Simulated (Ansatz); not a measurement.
**GaH (triplet): wB97M-V, B2PLYP over a scan of the distance Ga1–H2, cc-pVQZ, part 1 of 2**

Aim: run GaH (triplet) with these functionals over a scan of the distance Ga1–H2, and hold them against the top wave-function level at the same points.

The runs use Ansatz 0.2.0, Gaussian basis; cc-pVQZ, all electrons in the functionals, frozen cores in the correlation of double hybrids and RPA.

To be run: wB97M-V, B2PLYP, at 1.298 Å; 1.475 Å; 1.607 Å; 1.744 Å; 1.914 Å; 2.249 Å; 2.620 Å; 3.002 Å; 3.474 Å; 4.370 Å; 5.369 Å.

22 further runs of the same task are left out: 3 for a known fault of the program, 15 that didn't finish, 4 set aside as unsound or not needed.

## Step 1: What is computed

The geometry derives from a PBE0/def2-TZVP stationary point (not a proven minimum). One bond is set to the value named and the two fragments are kept rigid. No spin-orbit coupling is included. The filled d shell of Ga may be among the frozen orbitals whatever the setting's name suggests; the logs give the count.

2 atoms, charge 0, spin multiplicity 3.

Atoms are counted from 1 here; the program's logs count them from 0.

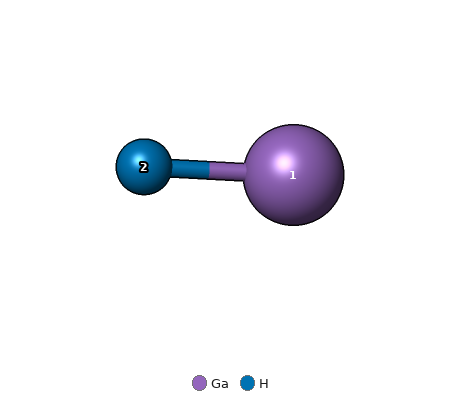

The structure; gallium purple, hydrogen blue; atoms are numbered from 1 in the order of the file.

No dispersion term is added; wB97M-V holds VV10 nonlocal correlation.

The geometry shown and the zero of energy belong to the point 1.607 Å. The yardstick, FCI, and other wave-function levels (R restricted, U unrestricted, valence and pair active spaces) come from earlier runs.

## Step 2: wB97M-V, 1.298 Å

Input file in.yaml:

```yaml
crystal:
  periodic: [false, false, false]
  atoms:
    - {symbol: Ga, position_ang: [0.000000, 0.000000, 0.000000]}
    - {symbol: H, position_ang: [0.000000, 0.000000, 1.298000]}
basis:
  gaussian: {orbitals: cc-pVQZ}
magnetization: {spin_polarized: true, initial_magnetization: 2}
hamiltonian: {xc: {name: wB97M-V}}
output: {forces: true, orbitals: {seedname: orbitals}}
```

Run with:

```bash
$ ansatz run in.yaml --threads 1 --pin off --events-out ev --progress --plain --max-ram 2393MiB
```

The program printed, shortened:

```text
Functional definition: wB97M-V
  name "wB97M-V"
  cite "Mardirossian & Head-Gordon, J. Chem. Phys. 144, 214110 (2016) doi:10.1063/1.4952647"
  cite "Becke, J. Chem. Phys. 107, 8554 (1997) doi:10.1063/1.475007"
  cite "Vydrov & Van Voorhis, J. Chem. Phys. 133, 244103 (2010) doi:10.1063/1.3521275"
  # Of w^i u^j: cxij and so on, Table III.
[...]
  gx(w, u) = 1 - cx + cx01*u + cx10*w
  gss(w, u) = css00 + css04*u^4 + css10*w + css20*w^2 + css43*w^4*u^3
  gos(w, u) = cos00 + cos10*w + (cos20 + cos21*u)*w^2 + (cos60 + cos61*u)*w^6
[...]
      + integral(e_c_pw_mod_opposite_spin*gos(b97_w_opposite, b97_u_opposite)) + vv10(b, c)
528 factors; their error is unknown
109 factors; integrals over basis functions are off by at most 1.2e-4 eV
[...]
mean field -52388.46665864 eV, -1925.2406395268 hartree, gradient 4.8e-5 eV, S^2 2.002328; 0 other end points of the search recorded, 0 dependent functions left out
[...]
reference -52388.46669722 eV, -1925.2406409447 hartree; 17, 15 occupied and 81, 83 virtual orbitals, 528 factors
Total energy: -52388.46669722 eV, -1925.2406409447 hartree
Atom 0 at     0.000000     0.000000     0.000000 Å, force    -0.000000    -0.000000    -6.737271 eV/Å
Atom 1 at     0.000000     0.000000     1.298000 Å, force     0.000000     0.000000     6.737271 eV/Å
Dipole moment:    -0.000000     0.000000     0.003806 e Å
```

Run time: 7 s. Hardware: 1 thread of Arm Neoverse V2, shared host.

From the report: ⟨S²⟩ of the determinant 2.002 (pure triplet: 2.00).

## Step 3: wB97M-V, 1.475 Å

in.yaml, as its differences from that of step 2:

```diff
@@ -4,3 +4,3 @@
     - {symbol: Ga, position_ang: [0.000000, 0.000000, 0.000000]}
-    - {symbol: H, position_ang: [0.000000, 0.000000, 1.298000]}
+    - {symbol: H, position_ang: [0.000000, 0.000000, 1.475000]}
 basis:
```

Launched as before.

The program printed, shortened:

```text
Functional definition: wB97M-V
  name "wB97M-V"
  cite "Mardirossian & Head-Gordon, J. Chem. Phys. 144, 214110 (2016) doi:10.1063/1.4952647"
  cite "Becke, J. Chem. Phys. 107, 8554 (1997) doi:10.1063/1.475007"
  cite "Vydrov & Van Voorhis, J. Chem. Phys. 133, 244103 (2010) doi:10.1063/1.3521275"
  # Of w^i u^j: cxij and so on, Table III.
[...]
  gx(w, u) = 1 - cx + cx01*u + cx10*w
  gss(w, u) = css00 + css04*u^4 + css10*w + css20*w^2 + css43*w^4*u^3
  gos(w, u) = cos00 + cos10*w + (cos20 + cos21*u)*w^2 + (cos60 + cos61*u)*w^6
[...]
      + integral(e_c_pw_mod_opposite_spin*gos(b97_w_opposite, b97_u_opposite)) + vv10(b, c)
528 factors; their error is unknown
109 factors; integrals over basis functions are off by at most 1.3e-4 eV
[...]
mean field -52389.15576557 eV, -1925.2659637397 hartree, gradient 4.9e-5 eV, S^2 2.003673; 0 other end points of the search recorded, 0 dependent functions left out
[...]
reference -52389.15580436 eV, -1925.2659651652 hartree; 17, 15 occupied and 81, 83 virtual orbitals, 528 factors
Total energy: -52389.15580436 eV, -1925.2659651652 hartree
Atom 0 at     0.000000     0.000000     0.000000 Å, force    -0.000000     0.000000    -1.686168 eV/Å
Atom 1 at     0.000000     0.000000     1.475000 Å, force     0.000000    -0.000000     1.686168 eV/Å
Dipole moment:    -0.000000    -0.000000    -0.027675 e Å
```

Wall time 7 s (1 thread of Arm Neoverse V2, shared host).

From the report: ⟨S²⟩ of the determinant 2.004 (pure triplet: 2.00).

## Step 4: wB97M-V, 1.607 Å

in.yaml, as its differences from that of step 3:

```diff
@@ -4,3 +4,3 @@
     - {symbol: Ga, position_ang: [0.000000, 0.000000, 0.000000]}
-    - {symbol: H, position_ang: [0.000000, 0.000000, 1.475000]}
+    - {symbol: H, position_ang: [0.000000, 0.000000, 1.606800]}
 basis:
```

The command is unchanged.

The program printed, shortened:

```text
Functional definition: wB97M-V
  name "wB97M-V"
  cite "Mardirossian & Head-Gordon, J. Chem. Phys. 144, 214110 (2016) doi:10.1063/1.4952647"
  cite "Becke, J. Chem. Phys. 107, 8554 (1997) doi:10.1063/1.475007"
  cite "Vydrov & Van Voorhis, J. Chem. Phys. 133, 244103 (2010) doi:10.1063/1.3521275"
  # Of w^i u^j: cxij and so on, Table III.
[...]
  gx(w, u) = 1 - cx + cx01*u + cx10*w
  gss(w, u) = css00 + css04*u^4 + css10*w + css20*w^2 + css43*w^4*u^3
  gos(w, u) = cos00 + cos10*w + (cos20 + cos21*u)*w^2 + (cos60 + cos61*u)*w^6
[...]
      + integral(e_c_pw_mod_opposite_spin*gos(b97_w_opposite, b97_u_opposite)) + vv10(b, c)
528 factors; their error is unknown
109 factors; integrals over basis functions are off by at most 1.3e-4 eV
[...]
mean field -52389.24393485 eV, -1925.2692039008 hartree, gradient 5.5e-5 eV, S^2 2.005705; 0 other end points of the search recorded, 0 dependent functions left out
[...]
reference -52389.24397372 eV, -1925.2692053293 hartree; 17, 15 occupied and 81, 83 virtual orbitals, 528 factors
Total energy: -52389.24397372 eV, -1925.2692053293 hartree
Atom 0 at     0.000000     0.000000     0.000000 Å, force    -0.000000     0.000000     0.147269 eV/Å
Atom 1 at     0.000000     0.000000     1.606800 Å, force     0.000000     0.000000    -0.147269 eV/Å
Dipole moment:     0.000000    -0.000000    -0.046501 e Å
```

Wall time 7 s (1 thread of Arm Neoverse V2, shared host).

From the report: ⟨S²⟩ of the determinant 2.006 (pure triplet: 2.00).

## Step 5: wB97M-V, 1.744 Å

in.yaml, as its differences from that of step 4:

```diff
@@ -4,3 +4,3 @@
     - {symbol: Ga, position_ang: [0.000000, 0.000000, 0.000000]}
-    - {symbol: H, position_ang: [0.000000, 0.000000, 1.606800]}
+    - {symbol: H, position_ang: [0.000000, 0.000000, 1.744000]}
 basis:
```

Same command.

The program printed, shortened:

```text
Functional definition: wB97M-V
  name "wB97M-V"
  cite "Mardirossian & Head-Gordon, J. Chem. Phys. 144, 214110 (2016) doi:10.1063/1.4952647"
  cite "Becke, J. Chem. Phys. 107, 8554 (1997) doi:10.1063/1.475007"
  cite "Vydrov & Van Voorhis, J. Chem. Phys. 133, 244103 (2010) doi:10.1063/1.3521275"
  # Of w^i u^j: cxij and so on, Table III.
[...]
  gx(w, u) = 1 - cx + cx01*u + cx10*w
  gss(w, u) = css00 + css04*u^4 + css10*w + css20*w^2 + css43*w^4*u^3
  gos(w, u) = cos00 + cos10*w + (cos20 + cos21*u)*w^2 + (cos60 + cos61*u)*w^6
[...]
      + integral(e_c_pw_mod_opposite_spin*gos(b97_w_opposite, b97_u_opposite)) + vv10(b, c)
528 factors; their error is unknown
109 factors; integrals over basis functions are off by at most 1.3e-4 eV
[...]
mean field -52389.15395167 eV, -1925.2658970799 hartree, gradient 1.5e-5 eV, S^2 2.009133; 0 other end points of the search recorded, 0 dependent functions left out
[...]
reference -52389.15399060 eV, -1925.2658985105 hartree; 17, 15 occupied and 81, 83 virtual orbitals, 528 factors
Total energy: -52389.15399060 eV, -1925.2658985105 hartree
Atom 0 at     0.000000     0.000000     0.000000 Å, force    -0.000000    -0.000000     1.026365 eV/Å
Atom 1 at     0.000000     0.000000     1.744000 Å, force     0.000000     0.000000    -1.026365 eV/Å
Dipole moment:    -0.000000     0.000000    -0.057703 e Å
```

Run time: 8 s. Hardware: 1 thread of Arm Neoverse V2, shared host.

From the report: ⟨S²⟩ of the determinant 2.009 (pure triplet: 2.00).

From 1.607 Å: +8.7 kJ/mol.

## Step 6: wB97M-V, 1.914 Å

Input file in.yaml:

```yaml
crystal:
  periodic: [false, false, false]
  atoms:
    - {symbol: Ga, position_ang: [0.000000, 0.000000, 0.000000]}
    - {symbol: H, position_ang: [0.000000, 0.000000, 1.914000]}
basis:
  gaussian: {orbitals: cc-pVQZ}
magnetization: {spin_polarized: true, initial_magnetization: 2}
hamiltonian: {xc: {name: wB97M-V}}
output: {orbitals: {seedname: orbitals}}
```

Same command.

The program printed, shortened:

```text
Functional definition: wB97M-V
  name "wB97M-V"
  cite "Mardirossian & Head-Gordon, J. Chem. Phys. 144, 214110 (2016) doi:10.1063/1.4952647"
  cite "Becke, J. Chem. Phys. 107, 8554 (1997) doi:10.1063/1.475007"
  cite "Vydrov & Van Voorhis, J. Chem. Phys. 133, 244103 (2010) doi:10.1063/1.3521275"
  # Of w^i u^j: cxij and so on, Table III.
[...]
  gx(w, u) = 1 - cx + cx01*u + cx10*w
  gss(w, u) = css00 + css04*u^4 + css10*w + css20*w^2 + css43*w^4*u^3
  gos(w, u) = cos00 + cos10*w + (cos20 + cos21*u)*w^2 + (cos60 + cos61*u)*w^6
[...]
      + integral(e_c_pw_mod_opposite_spin*gos(b97_w_opposite, b97_u_opposite)) + vv10(b, c)
528 factors; their error is unknown
109 factors; integrals over basis functions are off by at most 1.3e-4 eV
[...]
mean field -52388.95142815 eV, -1925.2584544777 hartree, gradient 1.5e-5 eV, S^2 2.014337; 0 other end points of the search recorded, 0 dependent functions left out
reference -52388.95146707 eV, -1925.2584559079 hartree; 17, 15 occupied and 81, 83 virtual orbitals, 528 factors
Total energy: -52388.95146707 eV, -1925.2584559079 hartree
```

It took 7 s on 1 thread of Arm Neoverse V2, shared host.

From the report: ⟨S²⟩ of the determinant 2.014 (pure triplet: 2.00).

From 1.607 Å: +28.2 kJ/mol.

## Step 7: wB97M-V, 2.249 Å

in.yaml, as its differences from that of step 6:

```diff
@@ -4,3 +4,3 @@
     - {symbol: Ga, position_ang: [0.000000, 0.000000, 0.000000]}
-    - {symbol: H, position_ang: [0.000000, 0.000000, 1.914000]}
+    - {symbol: H, position_ang: [0.000000, 0.000000, 2.249000]}
 basis:
```

Same command.

The program printed, shortened:

```text
Functional definition: wB97M-V
  name "wB97M-V"
  cite "Mardirossian & Head-Gordon, J. Chem. Phys. 144, 214110 (2016) doi:10.1063/1.4952647"
  cite "Becke, J. Chem. Phys. 107, 8554 (1997) doi:10.1063/1.475007"
  cite "Vydrov & Van Voorhis, J. Chem. Phys. 133, 244103 (2010) doi:10.1063/1.3521275"
  # Of w^i u^j: cxij and so on, Table III.
[...]
  gx(w, u) = 1 - cx + cx01*u + cx10*w
  gss(w, u) = css00 + css04*u^4 + css10*w + css20*w^2 + css43*w^4*u^3
  gos(w, u) = cos00 + cos10*w + (cos20 + cos21*u)*w^2 + (cos60 + cos61*u)*w^6
[...]
      + integral(e_c_pw_mod_opposite_spin*gos(b97_w_opposite, b97_u_opposite)) + vv10(b, c)
528 factors; their error is unknown
109 factors; integrals over basis functions are off by at most 1.4e-4 eV
[...]
mean field -52388.62659682 eV, -1925.2465171467 hartree, gradient 5.5e-5 eV, S^2 2.014521; 1 other end points of the search recorded, 0 dependent functions left out
reference -52388.62663549 eV, -1925.2465185676 hartree; 17, 15 occupied and 81, 83 virtual orbitals, 528 factors
Total energy: -52388.62663549 eV, -1925.2465185676 hartree
```

Wall time 16 s (1 thread of Arm Neoverse V2, shared host); peak memory 0.27 GiB.

From the report: ⟨S²⟩ of the determinant 2.015 (pure triplet: 2.00).

From 1.607 Å: +59.6 kJ/mol.

## Step 8: wB97M-V, 2.620 Å

in.yaml, as its differences from that of step 7:

```diff
@@ -4,3 +4,3 @@
     - {symbol: Ga, position_ang: [0.000000, 0.000000, 0.000000]}
-    - {symbol: H, position_ang: [0.000000, 0.000000, 2.249000]}
+    - {symbol: H, position_ang: [0.000000, 0.000000, 2.620000]}
 basis:
```

Same command.

The program printed, shortened:

```text
Functional definition: wB97M-V
  name "wB97M-V"
  cite "Mardirossian & Head-Gordon, J. Chem. Phys. 144, 214110 (2016) doi:10.1063/1.4952647"
  cite "Becke, J. Chem. Phys. 107, 8554 (1997) doi:10.1063/1.475007"
  cite "Vydrov & Van Voorhis, J. Chem. Phys. 133, 244103 (2010) doi:10.1063/1.3521275"
  # Of w^i u^j: cxij and so on, Table III.
[...]
  gx(w, u) = 1 - cx + cx01*u + cx10*w
  gss(w, u) = css00 + css04*u^4 + css10*w + css20*w^2 + css43*w^4*u^3
  gos(w, u) = cos00 + cos10*w + (cos20 + cos21*u)*w^2 + (cos60 + cos61*u)*w^6
[...]
      + integral(e_c_pw_mod_opposite_spin*gos(b97_w_opposite, b97_u_opposite)) + vv10(b, c)
528 factors; their error is unknown
109 factors; integrals over basis functions are off by at most 1.5e-4 eV
[...]
mean field -52388.48876559 eV, -1925.2414519424 hartree, gradient 3.1e-5 eV, S^2 2.006285; 1 other end points of the search recorded, 0 dependent functions left out
reference -52388.48880451 eV, -1925.2414533727 hartree; 17, 15 occupied and 81, 83 virtual orbitals, 528 factors
Total energy: -52388.48880451 eV, -1925.2414533727 hartree
```

It took 16 s on 1 thread of Arm Neoverse V2, shared host.

From the report: ⟨S²⟩ of the determinant 2.006 (pure triplet: 2.00).

From 1.607 Å: +72.9 kJ/mol.

## Step 9: wB97M-V, 3.002 Å

Input file in.yaml:

```yaml
crystal:
  periodic: [false, false, false]
  atoms:
    - {symbol: Ga, position_ang: [0.000000, 0.000000, 0.000000]}
    - {symbol: H, position_ang: [0.000000, 0.000000, 3.002000]}
basis:
  gaussian: {orbitals: cc-pVQZ}
magnetization: {spin_polarized: true, initial_magnetization: 2}
hamiltonian: {xc: {name: wB97M-V}}
output: {forces: true, orbitals: {seedname: orbitals}}
```

Launched as before.

The program printed, shortened:

```text
Functional definition: wB97M-V
  name "wB97M-V"
  cite "Mardirossian & Head-Gordon, J. Chem. Phys. 144, 214110 (2016) doi:10.1063/1.4952647"
  cite "Becke, J. Chem. Phys. 107, 8554 (1997) doi:10.1063/1.475007"
  cite "Vydrov & Van Voorhis, J. Chem. Phys. 133, 244103 (2010) doi:10.1063/1.3521275"
  # Of w^i u^j: cxij and so on, Table III.
[...]
  gx(w, u) = 1 - cx + cx01*u + cx10*w
  gss(w, u) = css00 + css04*u^4 + css10*w + css20*w^2 + css43*w^4*u^3
  gos(w, u) = cos00 + cos10*w + (cos20 + cos21*u)*w^2 + (cos60 + cos61*u)*w^6
[...]
      + integral(e_c_pw_mod_opposite_spin*gos(b97_w_opposite, b97_u_opposite)) + vv10(b, c)
528 factors; their error is unknown
109 factors; integrals over basis functions are off by at most 1.5e-4 eV
[...]
mean field -52388.44859396 eV, -1925.2399756623 hartree, gradient 5.4e-6 eV, S^2 2.003307; 1 other end points of the search recorded, 0 dependent functions left out
[...]
reference -52388.44863331 eV, -1925.2399771081 hartree; 17, 15 occupied and 81, 83 virtual orbitals, 528 factors
Total energy: -52388.44863331 eV, -1925.2399771081 hartree
Atom 0 at     0.000000     0.000000     0.000000 Å, force    -0.000000    -0.000000     0.048885 eV/Å
Atom 1 at     0.000000     0.000000     3.002000 Å, force     0.000000     0.000000    -0.048885 eV/Å
Dipole moment:    -0.000000     0.000000     0.023483 e Å
```

Run time: 27 s. Hardware: 1 thread of Arm Neoverse V2, shared host.

From the report: ⟨S²⟩ of the determinant 2.003 (pure triplet: 2.00).

From 1.607 Å: +76.7 kJ/mol.

## Step 10: wB97M-V, 3.474 Å

Input file in.yaml:

```yaml
crystal:
  periodic: [false, false, false]
  atoms:
    - {symbol: Ga, position_ang: [0.000000, 0.000000, 0.000000]}
    - {symbol: H, position_ang: [0.000000, 0.000000, 3.474000]}
basis:
  gaussian: {orbitals: cc-pVQZ}
magnetization: {spin_polarized: true, initial_magnetization: 2}
hamiltonian: {xc: {name: wB97M-V}}
output: {orbitals: {seedname: orbitals}}
```

Launched as before.

The program printed, shortened:

```text
Functional definition: wB97M-V
  name "wB97M-V"
  cite "Mardirossian & Head-Gordon, J. Chem. Phys. 144, 214110 (2016) doi:10.1063/1.4952647"
  cite "Becke, J. Chem. Phys. 107, 8554 (1997) doi:10.1063/1.475007"
  cite "Vydrov & Van Voorhis, J. Chem. Phys. 133, 244103 (2010) doi:10.1063/1.3521275"
  # Of w^i u^j: cxij and so on, Table III.
[...]
  gx(w, u) = 1 - cx + cx01*u + cx10*w
  gss(w, u) = css00 + css04*u^4 + css10*w + css20*w^2 + css43*w^4*u^3
  gos(w, u) = cos00 + cos10*w + (cos20 + cos21*u)*w^2 + (cos60 + cos61*u)*w^6
[...]
      + integral(e_c_pw_mod_opposite_spin*gos(b97_w_opposite, b97_u_opposite)) + vv10(b, c)
528 factors; their error is unknown
109 factors; integrals over basis functions are off by at most 1.5e-4 eV
[...]
mean field -52388.44046302 eV, -1925.2396768558 hartree, gradient 3.0e-6 eV, S^2 2.002631; 1 other end points of the search recorded, 0 dependent functions left out
reference -52388.44050440 eV, -1925.2396783765 hartree; 17, 15 occupied and 81, 83 virtual orbitals, 528 factors
Total energy: -52388.44050440 eV, -1925.2396783765 hartree
```

Wall time 26 s (1 thread of Arm Neoverse V2, shared host).

From the report: ⟨S²⟩ of the determinant 2.003 (pure triplet: 2.00).

From 1.607 Å: +77.5 kJ/mol.

## Step 11: wB97M-V, 4.370 Å

in.yaml, as its differences from that of step 10:

```diff
@@ -4,3 +4,3 @@
     - {symbol: Ga, position_ang: [0.000000, 0.000000, 0.000000]}
-    - {symbol: H, position_ang: [0.000000, 0.000000, 3.474000]}
+    - {symbol: H, position_ang: [0.000000, 0.000000, 4.370000]}
 basis:
```

Same command.

The program printed, shortened:

```text
Functional definition: wB97M-V
  name "wB97M-V"
  cite "Mardirossian & Head-Gordon, J. Chem. Phys. 144, 214110 (2016) doi:10.1063/1.4952647"
  cite "Becke, J. Chem. Phys. 107, 8554 (1997) doi:10.1063/1.475007"
  cite "Vydrov & Van Voorhis, J. Chem. Phys. 133, 244103 (2010) doi:10.1063/1.3521275"
  # Of w^i u^j: cxij and so on, Table III.
[...]
  gx(w, u) = 1 - cx + cx01*u + cx10*w
  gss(w, u) = css00 + css04*u^4 + css10*w + css20*w^2 + css43*w^4*u^3
  gos(w, u) = cos00 + cos10*w + (cos20 + cos21*u)*w^2 + (cos60 + cos61*u)*w^6
[...]
      + integral(e_c_pw_mod_opposite_spin*gos(b97_w_opposite, b97_u_opposite)) + vv10(b, c)
528 factors; their error is unknown
109 factors; integrals over basis functions are off by at most 1.5e-4 eV
[...]
mean field -52388.44280297 eV, -1925.2397628472 hartree, gradient 6.2e-6 eV, S^2 2.002539; 1 other end points of the search recorded, 0 dependent functions left out
reference -52388.44284602 eV, -1925.2397644294 hartree; 17, 15 occupied and 81, 83 virtual orbitals, 528 factors
Total energy: -52388.44284602 eV, -1925.2397644294 hartree
```

Run time: 17 s. Hardware: 1 thread of Arm Neoverse V2, shared host; peak memory 0.27 GiB.

From the report: ⟨S²⟩ of the determinant 2.003 (pure triplet: 2.00).

From 1.607 Å: +77.3 kJ/mol.

## Step 12: wB97M-V, 5.369 Å

in.yaml, as its differences from that of step 11:

```diff
@@ -4,3 +4,3 @@
     - {symbol: Ga, position_ang: [0.000000, 0.000000, 0.000000]}
-    - {symbol: H, position_ang: [0.000000, 0.000000, 4.370000]}
+    - {symbol: H, position_ang: [0.000000, 0.000000, 5.369000]}
 basis:
```

Launched as before.

The program printed, shortened:

```text
Functional definition: wB97M-V
  name "wB97M-V"
  cite "Mardirossian & Head-Gordon, J. Chem. Phys. 144, 214110 (2016) doi:10.1063/1.4952647"
  cite "Becke, J. Chem. Phys. 107, 8554 (1997) doi:10.1063/1.475007"
  cite "Vydrov & Van Voorhis, J. Chem. Phys. 133, 244103 (2010) doi:10.1063/1.3521275"
  # Of w^i u^j: cxij and so on, Table III.
[...]
  gx(w, u) = 1 - cx + cx01*u + cx10*w
  gss(w, u) = css00 + css04*u^4 + css10*w + css20*w^2 + css43*w^4*u^3
  gos(w, u) = cos00 + cos10*w + (cos20 + cos21*u)*w^2 + (cos60 + cos61*u)*w^6
[...]
      + integral(e_c_pw_mod_opposite_spin*gos(b97_w_opposite, b97_u_opposite)) + vv10(b, c)
528 factors; their error is unknown
110 factors; integrals over basis functions are off by at most 1.5e-4 eV
[...]
mean field -52388.44052570 eV, -1925.2396791590 hartree, gradient 3.7e-6 eV, S^2 2.002537; 1 other end points of the search recorded, 0 dependent functions left out
reference -52388.44057178 eV, -1925.2396808526 hartree; 17, 15 occupied and 81, 83 virtual orbitals, 528 factors
Total energy: -52388.44057178 eV, -1925.2396808526 hartree
```

Run time: 14 s. Hardware: 1 thread of Arm Neoverse V2, shared host.

From the report: ⟨S²⟩ of the determinant 2.003 (pure triplet: 2.00).

From 1.607 Å: +77.5 kJ/mol.

## Step 13: B2PLYP, 1.298 Å

Input file in.yaml:

```yaml
crystal:
  periodic: [false, false, false]
  atoms:
    - {symbol: Ga, position_ang: [0.000000, 0.000000, 0.000000]}
    - {symbol: H, position_ang: [0.000000, 0.000000, 1.298000]}
basis:
  gaussian: {orbitals: cc-pVQZ}
magnetization: {spin_polarized: true, initial_magnetization: 2}
hamiltonian: {xc: {name: B2PLYP}}
correlation: {electrons: outside_noble_gas}
```

The command is unchanged.

The program printed, shortened:

```text
Functional definition: B2PLYP
  name "B2PLYP"
  cite "Grimme, J. Chem. Phys. 124, 034108 (2006) doi:10.1063/1.2148954"
  cite "Becke, Phys. Rev. A 38, 3098 (1988) doi:10.1103/PhysRevA.38.3098"
  cite "Lee, Yang & Parr, Phys. Rev. B 37, 785 (1988) doi:10.1103/PhysRevB.37.785"
[...]
611 factors; integrals over basis functions are off by at most 7.6e-4 eV
[...]
mean field -52379.71041595 eV, -1924.9188535431 hartree, gradient 2.8e-6 eV, S^2 2.003693; 0 other end points of the search recorded, 0 dependent functions left out
14 core orbitals not correlated: weight in the atoms' cores, before any rotation towards them, 0.990 or more for the frozen orbitals, at most 0.008 for the correlated occupied ones
reference -52379.71052936 eV, -1924.9188577110 hartree; 3, 1 occupied and 81, 83 virtual orbitals, 611 factors
second order -1.51178267 eV of doubles, -0.00000000 eV of singles
Total energy: -52380.11871068 eV, -1924.9338580978 hartree
```

It took 2.9 s on 1 thread of Arm Neoverse V2, shared host.

From the report: ⟨S²⟩ of the determinant 2.004 (pure triplet: 2.00).

(Continued in part 2 of 2.)
